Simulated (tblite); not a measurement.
Run report: Ge$_{2}$NH$_{6}$O$_{2}$, geometry relaxation

Ge$_{2}$NH$_{6}$O$_{2}$, multiplicity 2, computed with GFN2-xTB geometry optimisation, gas phase (tblite 0.8.0).

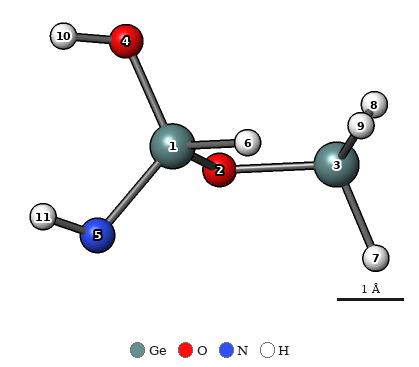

*The structure as given in the input (ball-and-stick view, seen at a tilt; atoms are numbered from 1 in the order of the input). Sticks mark near contacts.*

### Key numbers

```tsv
quantity	value
outcome	converged
total energy	−488.2443 eV
hardware	1 CPU thread, shared host
wall time	3.1 s
peak memory	0.18 GiB
```

### Input file
```
{"job": {"kind": "relax", "xc": "GFN2-xTB", "basis": "xTB"}, "charge": 0, "multiplicity": 2}
Ge    -0.760664    -0.267482     0.105403
O      0.696898    -0.632358    -0.848210
Ge     1.935823     0.559162    -0.333618
O     -1.912575     0.444196    -1.004708
N     -1.294109    -1.792917     0.953703
H     -0.406380     0.804893     1.190234
H      3.067587    -0.184033     0.431130
H      2.523775     1.207556    -1.595302
H      1.326196     1.669998     0.550266
H     -2.850283     0.051065    -0.964811
H     -2.318174    -1.891745     1.080137
```

The first line tells a small driver script what to run in tblite; the rest is the geometry in Å.

Run as:
```bash
OMP_NUM_THREADS=1 python <driver script> task.json out
```

### Output
```
step      E/eV     max force
  0    -487.41513    2.288
  1    -487.57179    1.200
  2    -487.63459    0.957
  3    -487.70036    0.630
  4    -487.72300    0.443
  5    -487.75175    0.336
  6    -487.75987    0.384
  7    -487.78979    0.468
  8    -487.80699    0.406
  9    -487.82749    0.316
 10    -487.84211    0.343
 11    -487.85977    0.409
 12    -487.87925    0.506
 13    -487.90291    0.636
 14    -487.92957    0.633
 15    -487.95001    0.421
 16    -487.95785    0.233
 17    -487.96305    0.207
 18    -487.96992    0.312
 19    -487.97723    0.390
 20    -487.98521    0.362
 21    -487.99086    0.251
 22    -487.99403    0.208
 23    -487.99759    0.190
 24    -488.00162    0.251
 25    -488.00804    0.257
 26    -488.01288    0.184
 27    -488.01959    0.249
 28    -488.02743    0.320
 29    -488.02295    0.760
 30    -488.03857    0.241
 31    -488.04538    0.189
 32    -488.05423    0.803
 33    -488.06640    0.217
 34    -488.07812    0.230
 35    -488.09108    0.850
 36    -488.11006    0.295
 37    -488.12737    0.281
 38    -488.14141    0.591
 39    -488.15160    0.240
 40    -488.15988    0.212
 41    -488.17745    0.331
 42    -488.18412    0.402
 43    -488.19363    0.299
 44    -488.19896    0.233
 45    -488.20345    0.243
 46    -488.20846    0.172
 47    -488.20838    0.538
 48    -488.21659    0.165
 49    -488.21961    0.149
 50    -488.22411    0.135
 51    -488.22623    0.152
 52    -488.23110    0.170
 53    -488.23396    0.101
 54    -488.23527    0.096
 55    -488.23560    0.055
 56    -488.23581    0.030
 57    -488.23593    0.027
 58    -488.23604    0.025
 59    -488.23617    0.023
 60    -488.23633    0.029
 61    -488.23649    0.024
 62    -488.23659    0.020
 63    -488.23666    0.029
 64    -488.23674    0.039
 65    -488.23688    0.045
 66    -488.23706    0.045
 67    -488.23723    0.033
 68    -488.23733    0.022
 69    -488.23741    0.028
 70    -488.23752    0.040
 71    -488.23773    0.053
 72    -488.23809    0.064
 73    -488.23848    0.062
 74    -488.23878    0.043
 75    -488.23898    0.039
 76    -488.23915    0.047
 77    -488.23943    0.052
 78    -488.23989    0.060
 79    -488.24035    0.053
 80    -488.24066    0.045
 81    -488.24089    0.033
 82    -488.24112    0.044
 83    -488.24143    0.061
 84    -488.24173    0.037
 85    -488.24201    0.057
 86    -488.24220    0.038
 87    -488.24242    0.031
 88    -488.24254    0.034
 89    -488.24291    0.047
 90    -488.24331    0.043
 91    -488.24358    0.026
 92    -488.24369    0.020
 93    -488.24373    0.015
 94    -488.24374    0.013
 95    -488.24376    0.012
 96    -488.24378    0.016
 97    -488.24380    0.018
 98    -488.24383    0.018
 99    -488.24387    0.020
100    -488.24392    0.022
101    -488.24396    0.024
102    -488.24400    0.021
103    -488.24402    0.014
104    -488.24404    0.015
105    -488.24407    0.016
106    -488.24410    0.019
107    -488.24416    0.021
108    -488.24421    0.024
109    -488.24425    0.018
110    -488.24428    0.015
111    -488.24430    0.012
112    -488.24432    0.011
113    -488.24433    0.008
114    -488.24434    0.006
```

### Trajectory as extended XYZ (Å, eV, eV/Å), 20 of the 30 frames kept, from step=0 to step=114
```
11
Properties=species:S:1:pos:R:3:forces:R:3 step=0 energy=-487.41513
Ge   -0.7607   -0.2675    0.1054   -0.2940  -0.9510   0.3760
O     0.6969   -0.6324   -0.8482    0.1020   1.1010   0.8500
Ge    1.9358    0.5592   -0.3336    0.8710  -0.1420  -0.4180
O    -1.9126    0.4442   -1.0047   -2.0540  -0.9830   0.2170
N    -1.2941   -1.7929    0.9537   -0.7600   0.6550  -0.3830
H    -0.4064    0.8049    1.1902   -0.2870  -0.3090  -0.2620
H     3.0676   -0.1840    0.4311   -0.5240   0.2050  -0.2440
H     2.5238    1.2076   -1.5953   -0.2140  -0.2490   0.2220
H     1.3262    1.6700    0.5503    0.2400  -0.2380  -0.1810
H    -2.8503    0.0511   -0.9648    2.0720   0.9070  -0.1580
H    -2.3182   -1.8917    1.0801    0.8470   0.0040  -0.0200
11
Properties=species:S:1:pos:R:3:forces:R:3 step=8 energy=-487.80699
Ge   -0.8077   -0.3015    0.1379   -0.1530  -0.2440  -0.2070
O     0.7037   -0.4451   -0.7030   -0.0030   0.0300   0.0270
Ge    2.0529    0.6262   -0.3484    0.0690  -0.3030  -0.1590
O    -1.9406    0.4051   -0.9977    0.1650  -0.1000   0.1120
N    -1.3379   -1.8142    0.9080   -0.0070   0.1630  -0.1810
H    -0.5288    0.7439    1.1722   -0.1300   0.2110   0.3210
H     3.0466   -0.2144    0.4156   -0.0180   0.1160  -0.1640
H     2.5232    1.1626   -1.6743   -0.0170  -0.1220   0.1520
H     1.4483    1.6679    0.5312    0.1610   0.3390   0.1350
H    -2.8319    0.0703   -0.9982   -0.1130  -0.0400  -0.0530
H    -2.3198   -1.9326    1.1211    0.0460  -0.0510   0.0180
11
Properties=species:S:1:pos:R:3:forces:R:3 step=12 energy=-487.87925
Ge   -0.8559   -0.3213    0.1466    0.1190   0.3590   0.3370
O     0.6980   -0.3327   -0.6158   -0.1280  -0.1330  -0.0120
Ge    2.1230    0.6547   -0.3613   -0.3400   0.1490   0.2050
O    -1.9492    0.3655   -1.0084   -0.1610  -0.0020  -0.1530
N    -1.3778   -1.8611    0.8382    0.0120  -0.0630  -0.0650
H    -0.6974    0.7450    1.2596   -0.1190  -0.1980  -0.1010
H     3.0775   -0.2428    0.3737    0.0810   0.0600  -0.1090
H     2.5385    1.0946   -1.7443   -0.0210  -0.0650   0.2290
H     1.6357    1.7861    0.5547    0.3160  -0.1310  -0.2790
H    -2.8580    0.0695   -1.0470    0.1160  -0.0120  -0.0010
H    -2.3264   -1.9892    1.1682    0.1250   0.0380  -0.0510
11
Properties=species:S:1:pos:R:3:forces:R:3 step=20 energy=-487.98521
Ge   -0.9786   -0.2634    0.2408    0.2480   0.1610  -0.2080
O     0.6271   -0.1486   -0.3905    0.1260   0.0540   0.1130
Ge    2.1682    0.6741   -0.3521   -0.1670  -0.0360   0.0510
O    -1.9601    0.3251   -1.0718   -0.0890   0.0100   0.0820
N    -1.4193   -1.9249    0.6611    0.0240  -0.0200  -0.0430
H    -1.0333    0.7050    1.3967   -0.0670   0.0810   0.0720
H     3.1452   -0.2719    0.2787   -0.0190  -0.0650   0.0320
H     2.5230    0.9752   -1.7737   -0.0720  -0.0090  -0.0480
H     2.0526    1.9367    0.4735   -0.0360  -0.0740  -0.0540
H    -2.8686    0.0313   -1.1169    0.0630   0.0020  -0.0550
H    -2.2480   -2.0703    1.2183   -0.0120  -0.1050   0.0580
11
Properties=species:S:1:pos:R:3:forces:R:3 step=24 energy=-488.00162
Ge   -1.0027   -0.2347    0.2475   -0.0370  -0.0490   0.1270
O     0.6227   -0.0694   -0.2758    0.0490  -0.0630  -0.0150
Ge    2.1842    0.6664   -0.3530    0.0960   0.0630  -0.0300
O    -1.9653    0.3350   -1.0834    0.0310   0.0760   0.0490
N    -1.4267   -1.9324    0.5998   -0.1110   0.1400   0.0890
H    -1.1443    0.7032    1.4375   -0.0370  -0.0090  -0.0630
H     3.1539   -0.3007    0.2690   -0.0730  -0.0310  -0.0240
H     2.4923    0.9471   -1.7977   -0.0850  -0.0820   0.0260
H     2.1568    1.9532    0.4298   -0.0430   0.0100   0.0340
H    -2.8605    0.0098   -1.1423   -0.0070  -0.0240  -0.0720
H    -2.2023   -2.1092    1.2328    0.2170  -0.0320  -0.1210
11
Properties=species:S:1:pos:R:3:forces:R:3 step=32 energy=-488.05423
Ge   -1.1058   -0.0745    0.3285    0.0620  -0.2450   0.1160
O     0.6126    0.1107    0.1714   -0.0530   0.2350  -0.0440
Ge    2.1940    0.6225   -0.3452   -0.1670   0.0430  -0.0160
O    -1.9778    0.4973   -1.0479   -0.3380  -0.1610  -0.2390
N    -1.4385   -1.8141    0.3929   -0.3410  -0.4940   0.5330
H    -1.5283    0.7382    1.5196    0.1330   0.0990   0.0690
H     3.0990   -0.4455    0.2142   -0.0550   0.1020  -0.0710
H     2.2313    0.7531   -1.8490   -0.0170  -0.1080   0.1010
H     2.4340    1.9847    0.2787   -0.0340  -0.1540   0.0210
H    -2.7011   -0.0917   -1.3068    0.4670   0.3410   0.0170
H    -1.8113   -2.3123    1.2079    0.3410   0.3420  -0.4870
11
Properties=species:S:1:pos:R:3:forces:R:3 step=36 energy=-488.11006
Ge   -1.1396   -0.0706    0.3484    0.0220  -0.0770   0.1550
O     0.5737    0.1406    0.2267    0.0910   0.2280  -0.0080
Ge    2.1349    0.6229   -0.3322    0.0840  -0.1430  -0.2440
O    -1.9703    0.5624   -1.0251    0.0330  -0.0450  -0.0270
N    -1.4382   -1.8140    0.3796   -0.1950  -0.1690   0.0420
H    -1.5288    0.7779    1.5197    0.0420   0.0430   0.1440
H     3.0591   -0.4542    0.1798   -0.0560   0.0770   0.0240
H     2.1579    0.6679   -1.8489   -0.0520   0.0420   0.2120
H     2.4362    1.9691    0.2872   -0.0800  -0.0930  -0.0270
H    -2.5867   -0.0819   -1.3676   -0.0170   0.0540  -0.2280
H    -1.6900   -2.3517    1.1967    0.1290   0.0820  -0.0430
11
Properties=species:S:1:pos:R:3:forces:R:3 step=44 energy=-488.19896
Ge   -1.2014   -0.0419    0.4247   -0.0230   0.0500  -0.0890
O     0.5190    0.3105    0.4074    0.1070  -0.0520  -0.0520
Ge    2.0510    0.5467   -0.3381    0.0580   0.1190  -0.0010
O    -1.9288    0.6102   -0.9942   -0.0980  -0.0460  -0.1180
N    -1.4555   -1.7912    0.3425   -0.0450  -0.1500   0.1730
H    -1.5826    0.8207    1.5865   -0.1000  -0.0450   0.0610
H     2.9847   -0.5229    0.1732   -0.1140   0.0030  -0.0290
H     1.9459    0.5637   -1.8412   -0.0150  -0.0370   0.0950
H     2.4423    1.8962    0.2126    0.0270  -0.0460  -0.0540
H    -2.3646   -0.0298   -1.5626    0.1440   0.1180   0.1140
H    -1.4019   -2.3938    1.1534    0.0590   0.0850  -0.0990
11
Properties=species:S:1:pos:R:3:forces:R:3 step=48 energy=-488.21659
Ge   -1.2321   -0.0205    0.4389    0.1200  -0.0440   0.0190
O     0.4984    0.3317    0.4482    0.0670  -0.0090   0.0150
Ge    2.0217    0.5454   -0.3259   -0.0650  -0.1180  -0.0940
O    -1.9144    0.6373   -0.9960   -0.0450   0.0910   0.0450
N    -1.4543   -1.7803    0.3539   -0.0510   0.0340   0.0400
H    -1.6286    0.8217    1.6222   -0.0860  -0.0980  -0.0940
H     2.9339   -0.5499    0.1544   -0.0550  -0.0150   0.0380
H     1.8587    0.5047   -1.8185    0.0130   0.0310   0.0210
H     2.4632    1.8821    0.1785    0.0360   0.0920   0.0110
H    -2.2577   -0.0002   -1.6201    0.0250  -0.0340   0.0090
H    -1.2808   -2.4037    1.1285    0.0430   0.0710  -0.0110
11
Properties=species:S:1:pos:R:3:forces:R:3 step=56 energy=-488.23581
Ge   -1.2243   -0.0033    0.4467   -0.0060  -0.0130   0.0200
O     0.4937    0.3873    0.5345    0.0020  -0.0020  -0.0250
Ge    1.9826    0.5242   -0.3255    0.0090  -0.0160  -0.0090
O    -1.8979    0.6752   -0.9818    0.0030   0.0060  -0.0040
N    -1.4613   -1.7580    0.3732    0.0130  -0.0050  -0.0020
H    -1.7398    0.7662    1.6227   -0.0260   0.0160  -0.0010
H     2.8478   -0.6054    0.1574   -0.0080   0.0000   0.0070
H     1.7501    0.4551   -1.8071    0.0080   0.0080   0.0040
H     2.5095    1.8613    0.1066   -0.0010  -0.0060   0.0030
H    -2.1228    0.0405   -1.6614   -0.0110   0.0080   0.0080
H    -1.1295   -2.3747    1.0989    0.0180   0.0050  -0.0020
11
Properties=species:S:1:pos:R:3:forces:R:3 step=60 energy=-488.23633
Ge   -1.2291   -0.0021    0.4513    0.0020   0.0190  -0.0140
O     0.4908    0.3865    0.5327   -0.0140   0.0030   0.0100
Ge    1.9800    0.5183   -0.3260   -0.0020   0.0060  -0.0040
O    -1.8947    0.6804   -0.9807   -0.0040  -0.0090   0.0230
N    -1.4572   -1.7576    0.3742    0.0050   0.0070  -0.0140
H    -1.7537    0.7675    1.6243   -0.0040   0.0080  -0.0100
H     2.8404   -0.6121    0.1616   -0.0020  -0.0030  -0.0010
H     1.7421    0.4546   -1.8061    0.0170  -0.0070  -0.0100
H     2.5097    1.8567    0.1006   -0.0010  -0.0120   0.0110
H    -2.1121    0.0459   -1.6626   -0.0160   0.0050  -0.0030
H    -1.1080   -2.3698    1.0949    0.0190  -0.0170   0.0140
11
Properties=species:S:1:pos:R:3:forces:R:3 step=68 energy=-488.23733
Ge   -1.2347    0.0016    0.4543    0.0020   0.0010  -0.0080
O     0.4847    0.3955    0.5331   -0.0030   0.0130  -0.0180
Ge    1.9747    0.5122   -0.3271    0.0140  -0.0060   0.0150
O    -1.9052    0.6818   -0.9747   -0.0190   0.0050   0.0010
N    -1.4361   -1.7569    0.3767   -0.0080  -0.0080  -0.0120
H    -1.7726    0.7780    1.6166    0.0140  -0.0050  -0.0030
H     2.8289   -0.6222    0.1628   -0.0060  -0.0100   0.0030
H     1.7554    0.4471   -1.8111   -0.0090   0.0010   0.0090
H     2.5118    1.8434    0.1084    0.0050   0.0070   0.0020
H    -2.1242    0.0583   -1.6659   -0.0020  -0.0080   0.0060
H    -1.0747   -2.3703    1.0911    0.0110   0.0110   0.0040
11
Properties=species:S:1:pos:R:3:forces:R:3 step=72 energy=-488.23809
Ge   -1.2405    0.0039    0.4512   -0.0050   0.0150  -0.0200
O     0.4754    0.4150    0.5271   -0.0150  -0.0030   0.0040
Ge    1.9727    0.5028   -0.3205   -0.0060   0.0450  -0.0450
O    -1.9232    0.6876   -0.9716   -0.0010  -0.0040   0.0480
N    -1.4208   -1.7579    0.3788   -0.0170   0.0370  -0.0440
H    -1.7835    0.7759    1.6123    0.0090   0.0010   0.0130
H     2.8086   -0.6433    0.1677    0.0110  -0.0230   0.0240
H     1.7539    0.4397   -1.8057    0.0030  -0.0030   0.0150
H     2.5180    1.8330    0.1094    0.0160  -0.0130   0.0090
H    -2.1238    0.0693   -1.6717   -0.0130  -0.0320  -0.0320
H    -1.0286   -2.3576    1.0873    0.0170  -0.0220   0.0280
11
Properties=species:S:1:pos:R:3:forces:R:3 step=80 energy=-488.24066
Ge   -1.2594    0.0136    0.4351    0.0240   0.0230   0.0070
O     0.4540    0.4586    0.4765   -0.0150   0.0200  -0.0190
Ge    1.9849    0.4958   -0.3125    0.0040  -0.0170  -0.0140
O    -2.0128    0.6742   -0.9602   -0.0030  -0.0270  -0.0250
N    -1.3710   -1.7536    0.3597    0.0070  -0.0190   0.0230
H    -1.7830    0.7789    1.6088    0.0060   0.0010   0.0100
H     2.7778   -0.6754    0.1987   -0.0280   0.0000   0.0070
H     1.8146    0.4443   -1.8024    0.0010  -0.0030  -0.0120
H     2.5678    1.7998    0.1448   -0.0060   0.0140   0.0170
H    -2.2050    0.0582   -1.6671    0.0250   0.0150   0.0340
H    -0.9598   -2.3260    1.0827   -0.0140  -0.0070  -0.0270
11
Properties=species:S:1:pos:R:3:forces:R:3 step=84 energy=-488.24173
Ge   -1.2666    0.0229    0.4315   -0.0280  -0.0160  -0.0040
O     0.4315    0.5101    0.4469    0.0120   0.0130   0.0000
Ge    1.9777    0.4843   -0.3112   -0.0110   0.0160  -0.0170
O    -2.0556    0.6723   -0.9493    0.0010  -0.0250   0.0030
N    -1.3395   -1.7490    0.3657    0.0200   0.0300   0.0060
H    -1.7963    0.7715    1.6119   -0.0010   0.0120   0.0110
H     2.7179   -0.7090    0.2223   -0.0060  -0.0270   0.0020
H     1.8235    0.4296   -1.8033    0.0200   0.0000   0.0010
H     2.5929    1.7677    0.1607   -0.0030   0.0140  -0.0020
H    -2.2045    0.0721   -1.6792    0.0180  -0.0030   0.0230
H    -0.8730   -2.3042    1.0683   -0.0240  -0.0140  -0.0210
11
Properties=species:S:1:pos:R:3:forces:R:3 step=92 energy=-488.24369
Ge   -1.2712    0.0321    0.4346    0.0030  -0.0030  -0.0040
O     0.4205    0.5507    0.4057   -0.0080  -0.0090   0.0030
Ge    1.9830    0.4874   -0.3129    0.0050   0.0040  -0.0050
O    -2.0950    0.6565   -0.9368    0.0020  -0.0170   0.0100
N    -1.3200   -1.7389    0.3544    0.0080   0.0140  -0.0110
H    -1.7836    0.7803    1.6230   -0.0020   0.0020   0.0020
H     2.6829   -0.7253    0.2366   -0.0060   0.0020  -0.0040
H     1.8764    0.4381   -1.8100   -0.0010  -0.0030   0.0060
H     2.6088    1.7603    0.1764   -0.0010  -0.0020   0.0000
H    -2.2187    0.0422   -1.6595    0.0020   0.0070  -0.0030
H    -0.8750   -2.3151    1.0527   -0.0040   0.0060   0.0060
11
Properties=species:S:1:pos:R:3:forces:R:3 step=96 energy=-488.24378
Ge   -1.2727    0.0336    0.4338   -0.0010   0.0010   0.0050
O     0.4169    0.5567    0.3986    0.0070   0.0000   0.0000
Ge    1.9832    0.4862   -0.3122   -0.0050  -0.0020   0.0010
O    -2.1056    0.6529   -0.9326   -0.0080  -0.0020  -0.0100
N    -1.3109   -1.7368    0.3523    0.0120  -0.0110  -0.0010
H    -1.7855    0.7812    1.6224    0.0010   0.0000   0.0000
H     2.6739   -0.7301    0.2392   -0.0010  -0.0040   0.0010
H     1.8834    0.4363   -1.8090   -0.0030   0.0000  -0.0050
H     2.6137    1.7548    0.1807   -0.0010   0.0040   0.0010
H    -2.2251    0.0438   -1.6606    0.0080   0.0060   0.0060
H    -0.8633   -2.3104    1.0514   -0.0080   0.0070   0.0000
11
Properties=species:S:1:pos:R:3:forces:R:3 step=104 energy=-488.24404
Ge   -1.2764    0.0352    0.4377   -0.0050  -0.0010   0.0090
O     0.4130    0.5633    0.4045    0.0060   0.0070  -0.0120
Ge    1.9754    0.4820   -0.3127    0.0020  -0.0050   0.0060
O    -2.1135    0.6514   -0.9277    0.0010   0.0060   0.0040
N    -1.2901   -1.7357    0.3429    0.0070   0.0040   0.0050
H    -1.7886    0.7832    1.6263   -0.0050  -0.0090  -0.0060
H     2.6585   -0.7384    0.2394    0.0050   0.0020  -0.0020
H     1.8730    0.4304   -1.8097   -0.0060   0.0010   0.0000
H     2.6120    1.7490    0.1769    0.0030   0.0000   0.0000
H    -2.2009    0.0515   -1.6674    0.0000   0.0000  -0.0070
H    -0.8543   -2.3034    1.0541   -0.0070  -0.0040   0.0020
11
Properties=species:S:1:pos:R:3:forces:R:3 step=108 energy=-488.24421
Ge   -1.2761    0.0359    0.4387    0.0070  -0.0140   0.0010
O     0.4121    0.5713    0.4009   -0.0030  -0.0030  -0.0040
Ge    1.9752    0.4796   -0.3132   -0.0100   0.0170  -0.0110
O    -2.1195    0.6491   -0.9231   -0.0040  -0.0040  -0.0230
N    -1.2764   -1.7347    0.3386    0.0080  -0.0070   0.0100
H    -1.7920    0.7794    1.6263   -0.0070   0.0050   0.0130
H     2.6570   -0.7403    0.2394    0.0030  -0.0080   0.0010
H     1.8689    0.4301   -1.8106    0.0040  -0.0030   0.0100
H     2.6130    1.7459    0.1766    0.0080   0.0010  -0.0020
H    -2.1926    0.0561   -1.6705    0.0020   0.0140   0.0100
H    -0.8614   -2.3039    1.0612   -0.0070   0.0030  -0.0040
11
Properties=species:S:1:pos:R:3:forces:R:3 step=114 energy=-488.24434
Ge   -1.2760    0.0344    0.4413   -0.0030   0.0010   0.0010
O     0.4110    0.5754    0.4052    0.0000  -0.0020   0.0000
Ge    1.9716    0.4810   -0.3145    0.0000  -0.0010   0.0030
O    -2.1171    0.6491   -0.9221    0.0010   0.0030   0.0020
N    -1.2674   -1.7359    0.3367    0.0000  -0.0010   0.0010
H    -1.7992    0.7750    1.6293    0.0030  -0.0040  -0.0040
H     2.6555   -0.7399    0.2356   -0.0040   0.0000   0.0020
H     1.8599    0.4263   -1.8105    0.0020   0.0030  -0.0020
H     2.6160    1.7456    0.1711    0.0000   0.0020  -0.0030
H    -2.1770    0.0631   -1.6757    0.0000   0.0010  -0.0030
H    -0.8692   -2.3059    1.0678    0.0000  -0.0020   0.0030
```
